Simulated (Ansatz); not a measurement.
# TiCdSe3 (model cell, started as cubic perovskite with Ti in the octahedra): phonons and vibrational spectra

Aim: the phonons of TiCdSe3 (model cell, started as cubic perovskite with Ti in the octahedra) at a cell relaxed beforehand at this level. After the zone centre comes a 2×2×2 q mesh on a 8×8×8 k mesh.

Calculated with Ansatz 0.2.0; DFT PBE, scalar-relativistic, plane waves, PAW.

The structure was built from a prototype and need not be the compound's stable phase.

### Step 1. The starting structure

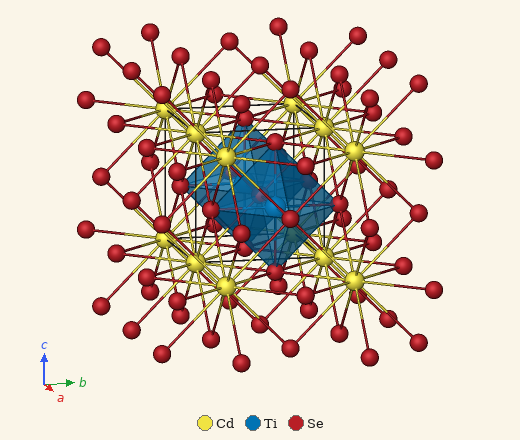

The cell as given, slightly off an axis (cadmium yellow, titanium blue, selenium red). 2×1×1 cells are drawn. Some periodic images of atoms are drawn too.

### Step 2. Modes at Γ

The cell comes from relaxations at this level that are not shown. The zone centre comes first: it holds the modes that light can see, as far as symmetry allows. No field response is asked, since the mesh shows no gap.

Contents of input.yaml:

```yaml
crystal:
  lattice:
    - [4.9773704866, 0.0, 0.0]
    - [0.0, 4.9773704866, 0.0]
    - [0.0, 0.0, 4.9773704866]
  atoms:
    - { symbol: Cd, position: [0.0, 0.0, 0.0] }
    - { symbol: Ti, position: [0.5, 0.5, 0.5] }
    - { symbol: Se, position: [0.5, 0.5, 0.0] }
    - { symbol: Se, position: [0.5, 0.0, 0.5] }
    - { symbol: Se, position: [0.0, 0.5, 0.5] }
kpoints:
  mp_grid: { grid: [8, 8, 8] }
hamiltonian:
  xc: pbe
scf:
  occupations: { method: methfessel_paxton, width: 0.2 }
output:
  eigenvalues: true
phonons:
  method: dfpt
```

Started as:

```
$ ansatz run input.yaml --threads 8 --pin off --max-ram 14336MiB --backend cpu --events-out ev --progress --plain --runs-dir out
```

Numbers of over 12 decimals in the logs are rounded to 6 here.

Log:

```text
zone centre: on kpoints.mp_grid the ground state, and the responses unless they are solved on pairs of k-points, stand on 125 of the mesh's 512 k-points, reduced under 8 symmetry operations, with k and −k counted as one. Each operation leaves every solved displacement unchanged or reverses it
Engine: ansatz 0.2.0, aarch64-unknown-linux-gnu
Pseudopotentials: kind: paw
Pseudopotential: Cd, paw, valence charge 20, recommended cutoff 420 eV (normal), Cd.paw.azcp
Pseudopotential: Ti, paw, valence charge 12, recommended cutoff 420 eV (normal), Ti.paw.azcp
Pseudopotential: Se, paw, valence charge 16, recommended cutoff 420 eV (normal), Se.paw.azcp
Functional definition: PBE
  parameter kappa = 0.804
  parameter beta = 0.066725
  exchange = pbe_x(kappa = kappa, mu = beta*pi^2/3)
  correlation = pbe_c(beta = beta)
Crystal: 5 atoms, lattice volume = 123.310 Å³
Basis set: ecut = 420 eV, 2469 PW (Γ), exchange–correlation on 72×72×72 points (8 copies of the dense FFT grid, shifted against one another)
Bands: 48, of which v1, the nominal top of the filled ones, is band 40 counted from 1 (39 counted from 0)
Symmetry: 48 space group operations
k-points: 125 of 512 (irreducible under 8 space group operations)
Non-local potential: Cd, projectors of the file, l = 0: 3, l = 1: 2, l = 2: 2, l = 3: 1
Non-local potential: Ti, projectors of the file, l = 0: 3, l = 1: 2, l = 2: 3, l = 3: 1
Non-local potential: Se, projectors of the file, l = 0: 2, l = 1: 2, l = 2: 3, l = 3: 1
PAW form: soft (Blöchl's): semilocal exchange-correlation on the pseudo side does not see the compensation charge
PAW one-centre angular grid: Cd, 590 points (default); XC on 64 Gauss nodes
PAW one-centre angular grid: Ti, 590 points (default); XC on 64 Gauss nodes
PAW one-centre angular grid: Se, 590 points (default); XC on 64 Gauss nodes
Initial density: superposition of atomic densities (neutral atoms: chi_scale 0, normalization atom), corrected by the library's trained network
Initial wavefunctions: pseudopotential atomic-orbital guess
Functional: x = pbe(κ = 0.804, μ = 0.219515), c = pbe(β = 0.066725)
SCF iter   1: F=—  HF=-27163.225868 eV  |F-HF|=—  |Δ(HF+E_count)|=         —  Δρ=1.46e-3  dr2=1.49e-3  ethr=1.77e-3  ⟨swp⟩=5.8  Hψ=20142  notcnv=0
preconditioner: auto → LDOS  [metal: Δε(μ)=0.052 eV  Ē_g=8.365 eV  σ=0.200 eV  W_gap=0.22  n_scr=32 (ndim 8)  ℏωp=19.5 eV  f_vac=0.024  D(μ)=3.05/eV (n_scr^D=18)  β→1.0]
SCF iter   2: F=—  HF=-27163.228356 eV  |F-HF|=—  |Δ(HF+E_count)|=   2.49e-3  S|Δr|=    0.00e0  Δρ=8.20e-4  dr2=5.79e-4  ethr=1.86e-6  ⟨swp⟩=2.2  Hψ=12081  notcnv=0
SCF iter   3: F=—  HF=-27163.228218 eV  |F-HF|=—  |Δ(HF+E_count)|=   1.37e-4  S|Δr|=    0.00e0  Δρ=3.11e-4  dr2=1.12e-4  ethr=7.24e-7  ⟨swp⟩=2.0  Hψ=10669  notcnv=0
SCF iter   4: F=—  HF=-27163.228194 eV  |F-HF|=—  |Δ(HF+E_count)|=   2.40e-5  S|Δr|=    0.00e0  Δρ=5.20e-5  dr2=3.65e-6  ethr=1.40e-7  ⟨swp⟩=2.0  Hψ=10068  notcnv=0
SCF iter   5: F=—  HF=-27163.228188 eV  |F-HF|=—  |Δ(HF+E_count)|=   6.43e-6  S|Δr|=    0.00e0  Δρ=1.83e-5  dr2=6.00e-7  ethr=4.56e-9  ⟨swp⟩=2.0  Hψ=7553  notcnv=0
SCF iter   6: F=—  HF=-27163.228188 eV  |F-HF|=—  |Δ(HF+E_count)|=   2.50e-7  S|Δr|=    0.00e0  Δρ=1.55e-5  dr2=4.72e-7  ethr=7.50e-10  ⟨swp⟩=2.3  Hψ=8469  notcnv=0
SCF iter   7: F=—  HF=-27163.228188 eV  |F-HF|=—  |Δ(HF+E_count)|=   4.83e-8  S|Δr|=    0.00e0  Δρ=3.53e-6  dr2=3.29e-8  ethr=5.90e-10  ⟨swp⟩=1.7  Hψ=6261  notcnv=0
SCF iter   8: F=—  HF=-27163.228188 eV  |F-HF|=—  |Δ(HF+E_count)|=  2.91e-10  S|Δr|=    0.00e0  Δρ=6.01e-7  dr2=6.76e-10  ethr=4.11e-11  ⟨swp⟩=2.3  Hψ=7823  notcnv=0
SCF iter   9: F=—  HF=-27163.228188 eV  |F-HF|=—  |Δ(HF+E_count)|=  1.46e-10  S|Δr|=    0.00e0  Δρ=2.62e-7  dr2=1.71e-10  ethr=1.00e-12  ⟨swp⟩=2.0  Hψ=10118  notcnv=0
SCF iter  10: F=—  HF=-27163.228188 eV  |F-HF|=—  |Δ(HF+E_count)|=  5.09e-11  S|Δr|=    0.00e0  Δρ=7.72e-8  dr2=1.02e-11  ethr=1.00e-12  ⟨swp⟩=2.3  Hψ=8946  notcnv=0
SCF iter  11: F=-27163.228188 eV  HF=-27163.228188 eV  |F-HF|=7.28e-12  |Δ(HF+E_count)|=  7.28e-12  S|Δr|=    0.00e0  Δρ=2.51e-8  dr2=8.70e-13  ethr=1.00e-12  ⟨swp⟩=8.1  Hψ=26028  notcnv=0
SCF 1 converged in 11 iterations: F = -27163.228188 eV  dr2 = 8.70e-13
  greatest PAW one-centre occupation: 1.000 electrons in one spin orbital (limit 2), on the Cd atom at site 0 (counted from 0), in its partial waves of l = 0
DFPT response loops at Γ: preconditioner auto → Kerker (q_TF=auto, 2.538 Å⁻¹) (partly filled bands, converged f_vac=0.024); β = 1.00, the filter's whole step (`scf.mixing.beta` (0.50) is not read by the response loops under this deck's `scf.mixing.preconditioner`; to damp them name `kerker` or `kerker_dos`, under which they read `scf.mixing.beta`, and type it under 1.00, their step now; both keys bind the ground state too); Broyden in place of MSR1
SCF converged after 11 iterations
Stability not checked: this state was not tested for a lower state beside it, because cold or Methfessel-Paxton smearing, or corrected tetrahedra, fill the levels in a way that the test cannot read (fill_not_monotonic; see scf.lower_state_search)
Free energy (F): -27163.228188 eV
Harris-Foulkes:  -27163.228188 eV  (|F-HF|=7.28e-12)
Internal energy: -27163.230923 eV  (E = F + TS)
E sigma→0 (E₀):  -27163.228872 eV
Entropy (-TS):   0.002735 eV (0.547 meV/atom)
Fermi energy:    8.660689 eV
--- Per-component energies (eV) ---
  E_band       = -1828.943320
  E_kinetic    = 1131.475108
  E_local      = -11645.660773  (includes V_loc(G=0)·N_el)
  E_nonlocal   = -1746.856804
  E_hartree    = 5561.484851
  E_xc         = -585.205453
  E_vxc        = -635.831643  (∫ρ·V_xc dr)
  E_paw        = -10865.005482  (= ΣΔE_a)
  E_vpaw       = -55.037314  (= ΣTr[D̂ρ^β])
  E_aug_tail   = -0.001571  (compensation charges beyond the density's cutoff)
  E_ewald      = -9013.460799
  E_smearing   = 0.002735  (= −TS)
  E_closure    = 0.000000  (closes the sum)
  Σ components = -27163.228188   (vs F -27163.228188, Δ=0.00e0)
--- Band table (eV; the first three rows and the last of 125) ---
  k-point 0: bands = [... 36 lower, 7.6985, 7.6985, 8.3828, 8.3828, 8.3828, 8.7131, 8.7131, 8.7131, ... 4 higher]
  k-point 1: bands = [... 36 lower, 7.4199, 7.6302, 8.2146, 8.2146, 8.2505, 8.7163, 9.1810, 9.1810, ... 4 higher]
  k-point 2: bands = [... 36 lower, 6.8606, 7.4769, 8.2160, 8.2160, 8.7233, 8.7241, 9.7617, 9.7617, ... 4 higher]
  k-point 124: bands = [... 36 lower, 5.3079, 7.0575, 9.1754, 9.1754, 9.1754, 10.2322, 10.2322, 10.2322, ... 4 higher]
--- Phonons (Γ-DFPT): 4 representative perturbations + reference, on 125 of 512 k-points (Σ response iterations 12) ---
  k mesh reduced under 8 symmetry operations, with k and −k counted as one. Each operation leaves every solved displacement unchanged or reverses it
  ASR residual: 1.117e-4 → 0.000e0 eV/Å²; symmetrization residual: 9.052e-6 eV/Å²
  ASR residual per site (eV/Å²): 1.12e-4 3.30e-5 2.40e-5 2.40e-5 2.40e-5
  Γ frequencies (cm⁻¹): -125.83 -125.83 -125.83 -76.69 -76.69 -76.69 -44.49 -44.49 -44.49 0.00 0.00 0.00 201.11 201.11 201.11
  non-analytic LO–TO correction: not included (Born effective charges unavailable; polar crystals: no LO–TO splitting at Γ)
```

Elapsed: 45 s, on 8 threads of Arm Neoverse V2, shared host; peak memory 2.5 GiB.

Numbers from this step:

```
volume per atom                                         : 24.66 Å³
gap on the k-mesh                                       : 0 eV
sum-rule residual before enforcement                    : 1.12e-4 eV/Å²
point group                                             : m-3m
highest optical mode at the zone centre (no LO-TO term) : 201.1 cm⁻¹
lowest optical zone-centre mode                         : -125.8 cm⁻¹
```

Patterns of degenerate modes are one choice out of their space. The modes at Γ (shares of kinetic energy by element, %) (negative means imaginary):

```
mode  frequency (cm⁻¹)  symmetry  Cd %  Ti %  Se %
   1            -125.8       T1u     2    62    36
   2            -125.8       T1u     2    62    36
   3            -125.8       T1u     2    62    36
   4             -76.7       T2u     0     0   100
   5             -76.7       T2u     0     0   100
   6             -76.7       T2u     0     0   100
   7             -44.5       T1u    69    13    18
   8             -44.5       T1u    69    13    18
   9             -44.5       T1u    69    13    18
  10               0.0  acoustic    28    12    60
  11               0.0  acoustic    28    12    60
  12               0.0  acoustic    28    12    60
  13             201.1       T1u     0    14    86
  14             201.1       T1u     0    14    86
  15             201.1       T1u     0    14    86
```

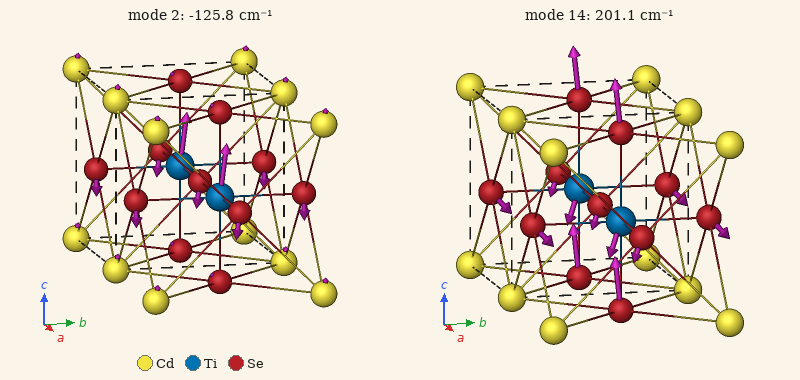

Displacement patterns of modes 2 and 14 at Γ; arrows are exaggerated. 2×1×1 cells are drawn. Some periodic images of atoms are drawn too.

Before it was imposed, the acoustic sum rule was missed by 1.1e-4 eV/Å². Small misses are needed for a sound result but don't prove that mesh and cutoff are converged. The lowest optical mode is imaginary, 125.8i cm⁻¹, so the energy falls along it.

### Step 3. Phonons on a q mesh

Stability and thermal properties need the whole zone. Linear response on a 2×2×2 q mesh gives force constants as far as a supercell of that size would.

input.yaml, as its differences from that of step 2:

```diff
@@ -21 +21,8 @@
   method: dfpt
+  qmesh: [2, 2, 2]
+  temperatures: { t_max: 1000, t_step: 50 }
+  qpath:
+    path:
+      - [[0.0, 0.0, 0.0], [0.0, 0.5, 0.0], [0.5, 0.5, 0.0], [0.0, 0.0, 0.0], [0.5, 0.5, 0.5], [0.0, 0.5, 0.0]]
+      - [[0.5, 0.5, 0.5], [0.5, 0.5, 0.0]]
+    npoints: 10
```

Log:

```text
[...]
Crystal: 5 atoms, lattice volume = 123.310 Å³
Basis set: ecut = 420 eV, 2469 PW (Γ), exchange–correlation on 72×72×72 points (8 copies of the dense FFT grid, shifted against one another)
Bands: 48, of which v1, the nominal top of the filled ones, is band 40 counted from 1 (39 counted from 0)
[... 1 set-up line as in the run before ...]
k-points: 35 of 512
[...]
SCF iter   1: F=—  HF=-27163.225981 eV  |F-HF|=—  |Δ(HF+E_count)|=         —  Δρ=1.46e-3  dr2=1.48e-3  ethr=1.77e-3  ⟨swp⟩=5.9  Hψ=5628  notcnv=0
[...]
SCF iter  10: F=-27163.228188 eV  HF=-27163.228188 eV  |F-HF|=0.00e0  |Δ(HF+E_count)|=  1.24e-10  S|Δr|=    0.00e0  Δρ=7.75e-8  dr2=8.05e-12  ethr=1.00e-12  ⟨swp⟩=7.3  Hψ=8774  notcnv=0
SCF 1 converged in 10 iterations: F = -27163.228188 eV  dr2 = 8.05e-12
[...]
iter 1 solved again at ethr=3.09e-7 eV; its pass at ethr=3.10e-3 eV (dr2=2.48e-4 eV) is discarded
SCF iter   1: F=—  HF=-27163.228199 eV  |F-HF|=—  |Δ(HF+E_count)|=         —  Δρ=7.34e-7  dr2=6.22e-10  ethr=3.09e-7  ⟨swp⟩=3.0  Hψ=9100  notcnv=0
eigensolver tolerance schedule: the retry pair's looser diagonalisation over-reported the residual by 398179.94 of it (diagonalisation noise at an unbounded share of the residual, at the tolerance the schedule requests for it); recorded, not acted on — ethr = c·dr2/N_el stays at c = 1.0e-1
[...]
SCF iter   2: F=—  HF=-27163.228188 eV  |F-HF|=—  |Δ(HF+E_count)|=   1.05e-5  S|Δr|=    0.00e0  Δρ=1.06e-6  dr2=1.38e-9  ethr=1.00e-12  ⟨swp⟩=3.6  Hψ=4563  notcnv=0
[...]
SCF iter   6: F=-27163.228188 eV  HF=-27163.228188 eV  |F-HF|=1.46e-11  |Δ(HF+E_count)|=  7.28e-12  S|Δr|=    0.00e0  Δρ=7.93e-8  dr2=8.56e-12  ethr=1.00e-12  ⟨swp⟩=1.6  Hψ=3526  notcnv=0
SCF 2 converged in 6 iterations: F = -27163.228188 eV  dr2 = 8.56e-12
phonons: the bands overlap, so this run is a metal and interpolates without the dipole-dipole term. If the crystal is really an insulator or semiconductor, its LO-TO splitting is missing
NSCF: frozen V_eff on 35 k-points
[...]
DFPT response loops at q = (0, 0, 0) (fractional): preconditioner auto → Kerker (q_TF=auto, 2.538 Å⁻¹) (partly filled bands, converged f_vac=0.024); β = 1.00, the filter's whole step (`scf.mixing.beta` (0.50) is not read by the response loops under this deck's `scf.mixing.preconditioner`; to damp them name `kerker` or `kerker_dos`, under which they read `scf.mixing.beta`, and type it under 1.00, their step now; both keys bind the ground state too); Broyden in place of MSR1
[...]
SCF converged after 10 iterations
[...]
Free energy (F): -27163.228188 eV
[...]
Internal energy: -27163.230923 eV  (E = F + TS)
E sigma→0 (E₀):  -27163.228872 eV
Entropy (-TS):   0.002735 eV (0.547 meV/atom)
Fermi energy:    8.660689 eV
[...]
--- Band table (eV; the first three rows and the last of 35) ---
  k-point 0: bands = [... 36 lower, 7.6985, 7.6985, 8.3828, 8.3828, 8.3828, 8.7131, 8.7131, 8.7131, ... 4 higher]
  k-point 1: bands = [... 36 lower, 7.4199, 7.6302, 8.2146, 8.2146, 8.2505, 8.7163, 9.1810, 9.1810, ... 4 higher]
  k-point 2: bands = [... 36 lower, 6.8606, 7.4769, 8.2160, 8.2160, 8.7233, 8.7241, 9.7617, 9.7617, ... 4 higher]
  k-point 34: bands = [... 36 lower, 5.3079, 7.0575, 9.1754, 9.1754, 9.1754, 10.2322, 10.2322, 10.2322, ... 4 higher]
--- Phonons (Γ-DFPT): 4 representative perturbations + reference (Σ response iterations 12) ---
  ASR residual: 8.631e-5 → 0.000e0 eV/Å²; symmetrization residual: 8.470e-6 eV/Å²
  ASR residual per site (eV/Å²): 8.63e-5 6.36e-5 5.39e-5 5.39e-5 5.39e-5
[...]
--- Phonons (arbitrary-q DFPT): 4 irreducible q on the 2×2×2 mesh ---
  q = [0.0000, 0.0000, 0.0000] (star 1, of the zone-centre solve; hermiticity 2.09e-6, symmetrization 6.23e-12): -125.83 -125.83 -125.83 -76.69 -76.69 -76.69 -44.49 -44.49 -44.49 -0.00 -0.00 -0.00 201.11 201.11 201.11
  q = [0.0000, 0.0000, -0.5000] (star 3, 9 solved perturbations in 975 linear systems a pass and spin channel, the states on 125 of 512 k-point pairs; hermiticity 1.73e-6, symmetrization 2.32e-12): -99.71 -99.71 -75.24 -39.49 -39.49 -33.96 -33.96 -24.82 37.06 51.31 51.31 209.63 209.63 209.88 214.01
[...]
sum rule: each row above includes the acoustic sum rule's correction from the zone centre's row sums; it moved no ω² by more than (0.60 cm⁻¹)²
  mesh force constants: q→R imaginary residual 4.20e-18; ASR residual 8.631e-5 → 0.000e0 eV/Å²; symmetrization residual 3.997e-15 eV/Å²
  interpolated dispersion: 62 rows × 15 modes
  density of states and harmonic sums: on the 14×14×14 q-mesh, interpolated from the force constants of a 2×2×2 supercell (no non-analytic term)
  largest difference from the sums on the solved wave vectors: F 4.59e-2 eV, S 7.37e-5 and C_V 1.67e-5 eV/K
  zero-point energy: 0.070251 eV/cell   skipped modes (ω ≤ 0): 846, of them read as no rigid motion or as one in doubt: 843 (6.951e0 modes/cell left out, lowest -125.83 cm⁻¹)   left out of the sums: 4.63e-1 of the cell's modes: C_V's classical limit lies that fraction below 3 k_B per atom; for a crystal, a wire or a layer, F and S can be off by more, and a phonons.interpolated_qmesh denser along its periods is the remedy for the sampling
```

Elapsed: 3.5 min, on 8 threads; peak memory 2.2 GiB; 26 min of CPU time.

Numbers from this step:

```yaml
sum_rule_residual_before_enforcement: 8.63e-5 eV/Å²
lowest_frequency_on_the_path: -125.8 cm⁻¹
highest_frequency_on_the_path_or_at_a_solved_wavevector: 250.6 cm⁻¹
lowest_mode_on_the_q_mesh_acoustic_modes_at_gamma_apart: -125.8 cm⁻¹
```

Frequencies (cm⁻¹) solved at each irreducible wavevector; negative means imaginary. Frequencies by wavevector, by row:

| q in reciprocal lattice units | star | mode 1 | mode 2 | mode 3 | mode 4 | mode 13 | mode 14 | mode 15 |
| --- | --- | --- | --- | --- | --- | --- | --- | --- |
| 0 0 0 | 1 | -125.8 | -125.8 | -125.8 | -76.7 | 201.1 | 201.1 | 201.1 |
| 0 0 -0.5 | 3 | -99.7 | -99.7 | -75.2 | -39.5 | 209.6 | 209.9 | 214 |
| 0 -0.5 -0.5 | 3 | -105.6 | -55.9 | -55.9 | -51.8 | 195.4 | 221.1 | 234.3 |
| -0.5 -0.5 -0.5 | 1 | -107.1 | -107.1 | -107.1 | -38 | 186.1 | 186.1 | 250.6 |

Interpolated from a 2×2×2 q mesh. Phonon branches along the path, in cm⁻¹:

```csv
point,branch 1,branch 2,branch 3,branch 4,branch 12,branch 13,branch 14,branch 15
Γ,-126,-126,-126,-77,0,201,201,201
X,-100,-100,-75,-40,210,210,210,214
M,-106,-56,-56,-52,195,195,221,234
Γ,-126,-126,-126,-77,0,201,201,201
R,-107,-107,-107,-38,184,186,186,251
X,-100,-100,-75,-40,210,210,210,214
jump to R,-107,-107,-107,-38,184,186,186,251
M,-106,-56,-56,-52,195,195,221,234
```

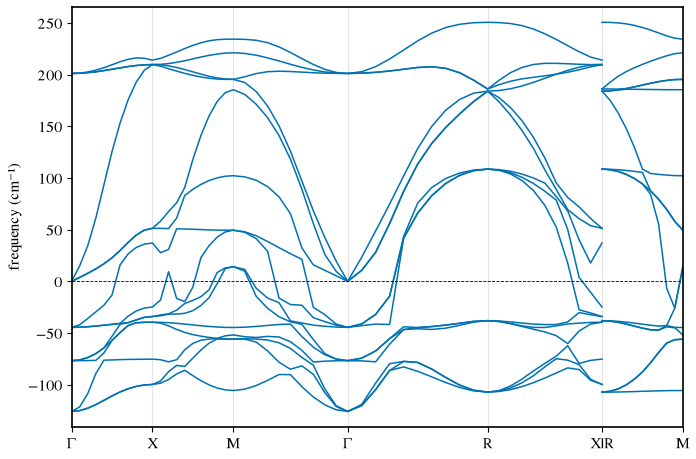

Phonon branches along the path.

The phonon density of states has structure finer than the step of the table below, so its rows give means over 25 cm⁻¹, whole bins alone (the curve runs from -128 to 252 cm⁻¹). Peaks (cm⁻¹: height): -77.5: 0.102, -42.5: 0.279, 92.5: 0.0548, 202.5: 0.138.

Tetrahedra on a 14×14×14 mesh, mean over bins of 5 cm-1. Interpolated from a 2×2×2 q mesh. The phonon density of states by wavenumber; means over each step:

```
wavenumber (cm⁻¹)  phonon density of states (1/cm⁻¹/cell)
             -100                                  0.0455
              -75                                  0.0703
              -50                                   0.116
              -25                                  0.0364
                0                                  0.0119
               25                                  0.0182
               50                                  0.0378
               75                                  0.0391
              100                                  0.0405
              125                                  0.0124
              150                                  0.0151
              175                                  0.0216
              200                                  0.0823
              225                                  0.0408
```

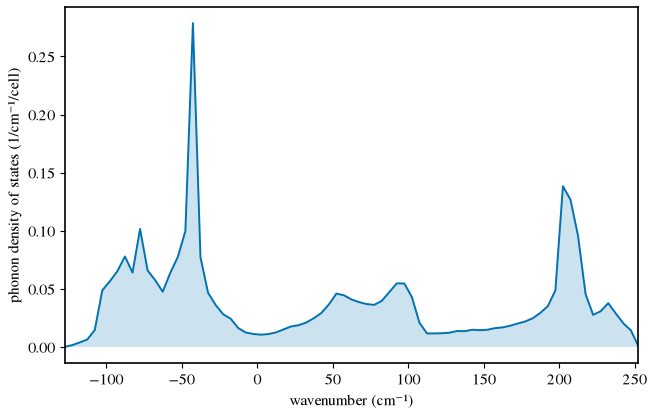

Phonon density of states, plotted against wavenumber.

The partial phonon density of states has structure finer than the step of the table below, so its rows give means over 25 cm⁻¹, whole bins alone (the curve runs from -136 to 268 cm⁻¹). Peaks (cm⁻¹: height): Cd -41.9: 0.201; Se -74.9: 0.0901, -59.7: 0.0458, 82.5: 0.0467, 206.9: 0.0937; Ti -21.6: 0.00934, 79.9: 0.0215, 128.2: 0.0233, 173.9: 0.0198, 204.3: 0.0495.

Phonopy on the run's constants, 11x11x11 mesh, Gaussian sigma 2.9 cm-1. Interpolated from a 2×2×2 q mesh. Partial phonon density of states against wavenumber; means over each step; values in 1/cm⁻¹/cell:

| wavenumber (cm⁻¹) | Cd | Se | Ti |
| --- | --- | --- | --- |
| -100 | 5.0e-4 | 0.0377 | 0.00694 |
| -75 | 0.00385 | 0.0587 | 0.00603 |
| -50 | 0.0842 | 0.0281 | 0.00444 |
| -25 | 0.0239 | 0.0148 | 0.00482 |
| 0 | 0.00144 | 0.00467 | 5.7e-4 |
| 25 | 0.00227 | 0.0133 | 0.00291 |
| 50 | 0.00136 | 0.0290 | 0.00186 |
| 75 | 0.00120 | 0.0366 | 0.0127 |
| 100 | 1.7e-4 | 0.0291 | 0.00121 |
| 125 | 4.0e-4 | 0.00552 | 0.0132 |
| 150 | 1.1e-4 | 0.00352 | 0.00664 |
| 175 | 2.1e-4 | 0.00653 | 0.0156 |
| 200 | 2.2e-4 | 0.0494 | 0.0333 |
| 225 | 1.2e-5 | 0.0329 | 0.00776 |
| 250 | 4.0e-6 | 0.00932 | 9.4e-4 |

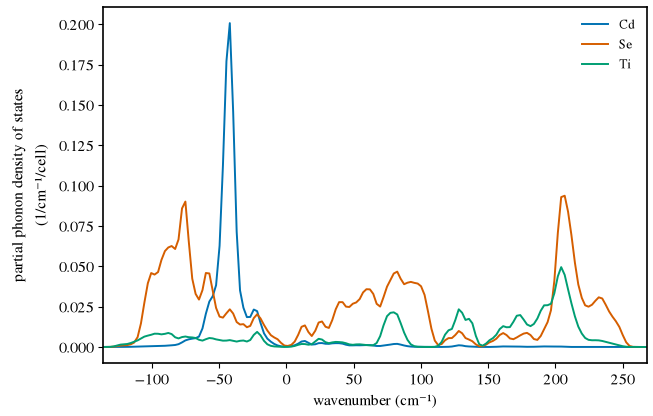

Partial phonon density of states against wavenumber.

Symmetry leaves 4 wavevectors to solve. The lowest mode among them, the acoustic zeros apart, lies at Γ and is imaginary, 125.8i cm⁻¹, so the energy falls along it.

### Step 4. Summary of results

* space group (within 0.01 Å): Pm-3m
* volume per atom: 24.7 Å³
* electronic character: no gap on this mesh
* highest optical mode at the zone centre (no LO-TO term): 201 cm⁻¹
* lowest optical zone-centre mode: -126 cm⁻¹
* lowest mode on the q mesh (acoustic modes at Γ apart): -126 cm⁻¹
* highest frequency on the path or at a solved wavevector: 251 cm⁻¹
* imaginary modes on the 2×2×2 q mesh: yes

**Reading.** Modes are clearly imaginary (beyond 10i cm⁻¹) at 4 of the 4 irreducible wavevectors, most at Γ (125.8i cm⁻¹), so this structure is not a minimum of the energy. The optical modes at Γ span -126 to 201 cm⁻¹ (negative means imaginary). The highest mode in this list at Γ, 201.1 cm⁻¹, is mostly motion of Se (86 % of the kinetic energy). With no gap, or one that is small against the smearing, the frequencies hang on the k mesh and the smearing, most of all near Kohn anomalies. The starting cell was built on a prototype and not taken from a measurement, so the phase need not exist. These are harmonic frequencies at zero temperature: anharmonic shifts, linewidths and thermal expansion are left out.

[Logs are printed without paths, hosts, clocks, repeated set-up lines and the standing remarks that a program may print on its own settings, such as how far it seeks lower states.]

[Hosts, paths, dates, database ids (printed as entryN), source tags and the programs' standing remarks are cut or masked in the printed files.]
